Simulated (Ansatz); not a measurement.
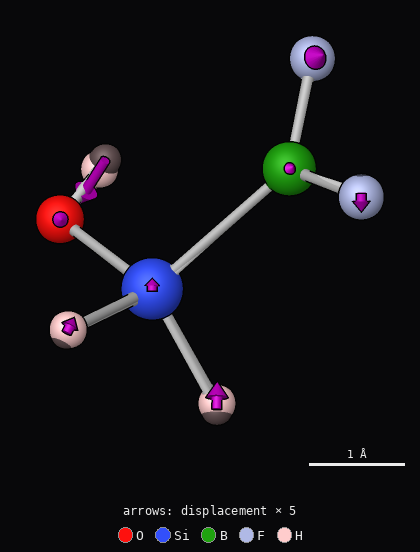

A relaxation of BSiH3OF2. The starting structure is drawn faded, the final one solid; purple arrows show the displacements, magnified 5 times. The two geometries are superimposed by the best rigid fit.

Style: ball-and-stick. Shown from a free direction.

The start comes from PBE-D4/def2-SVP.

Level of theory: RKS PBE0-D4/def2-TZVP in Ansatz 0.2.0.

The input:
```yaml
crystal:
  periodic: [false, false, false]
  atoms:
    - {symbol: O, position_ang: [-0.653361, 0.577964, 1.610009]}
    - {symbol: Si, position_ang: [-0.105890, -0.590975, 0.522864]}
    - {symbol: B, position_ang: [0.561718, 0.304184, -1.185754]}
    - {symbol: F, position_ang: [1.250217, -0.340462, -2.125499]}
    - {symbol: F, position_ang: [0.305284, 1.594028, -1.422364]}
    - {symbol: H, position_ang: [-1.091574, 1.334859, 1.183400]}
    - {symbol: H, position_ang: [0.999479, -1.340844, 1.207595]}
    - {symbol: H, position_ang: [-1.173672, -1.595953, 0.153949]}
basis:
  gaussian: {orbitals: def2-TZVP}
hamiltonian: {xc: pbe0, dispersion: d4}
relax: {f_tol: 0.005, max_steps: 150}
```

Launched with:
```bash
ansatz run in.yaml --threads 2 --pin off --events-out ev --progress --plain --max-ram 4352MiB
```

Q: Which element moves most?

A: Hydrogen: up to 0.14 Å, against 0.07 Å for fluorine.

Q: Describe the change and its energy.

A: Over 9 accepted moves (12 points after the start) the energy falls by 4.29 kJ/mol. Largest force component: 1 eV/Å at the start, 0.0043 eV/Å at the end. The line search rejected the trial steps at points 3, 8, 11 of the run. The forces were under the threshold at step 9, but the run went on from there. The atom that moves furthest after the best rigid fit is H6 (0.14 Å). Largest moves by element: H 0.14 Å, F 0.07 Å, O 0.03 Å, Si 0.03 Å, B 0.02 Å. Near-neighbour distances that change, for instance: O1–Si2 1.688 → 1.649 Å, Si2–H8 1.512 → 1.492 Å, Si2–H7 1.501 → 1.483 Å, O1–H6 0.973 → 0.958 Å. Among the angles between lasting bonds that change: Si2–O1–H6 113.7° → 118.0°. Cost: 49 s on 2 threads of Arm Neoverse V1, on a shared host.
